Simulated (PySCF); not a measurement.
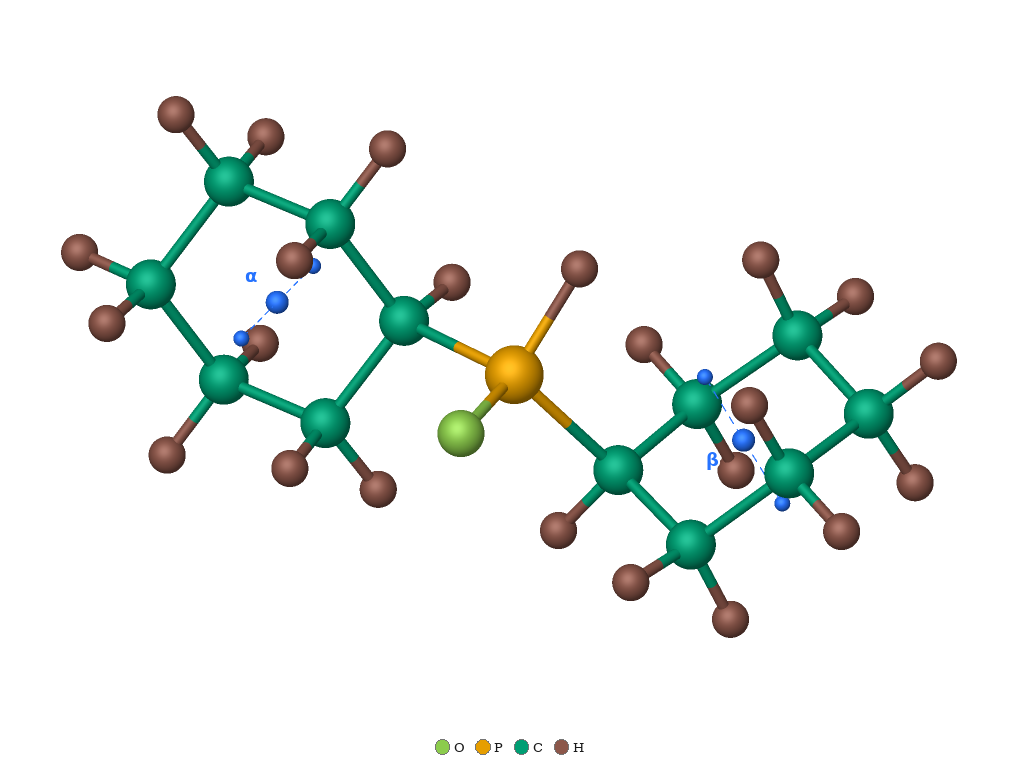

The small points mark where nucleus-independent chemical shifts (NICS) were computed: at the centre of each lettered ring and 1 Å above and below it. Computed geometry: PBE0-D3(BJ)/def2-SVP optimisation. No frequency run is at hand to confirm it as a minimum. Level of theory: GIAO PBE0/pcSseg-1 NMR shielding, non-relativistic, gas phase (PySCF 2.14.0).

Give NICS(0), NICS(1) and the out-of-plane component NICS(1)zz for each ring (means of the two sides).

| ring | members | NICS(0) | NICS(1) | NICS(1)zz |
| --- | --- | --- | --- | --- |
| α | C6 | −2.5 | −2.4 | 3.4 |
| β | C6 | −1.8 | −1.8 | 2.9 |

Values in ppm.

Question: What do the values say about the ring currents?

Answer: Ring α: weak, as in a non-aromatic ring. Ring β: weak, as in a non-aromatic ring. NICS is one index among several.
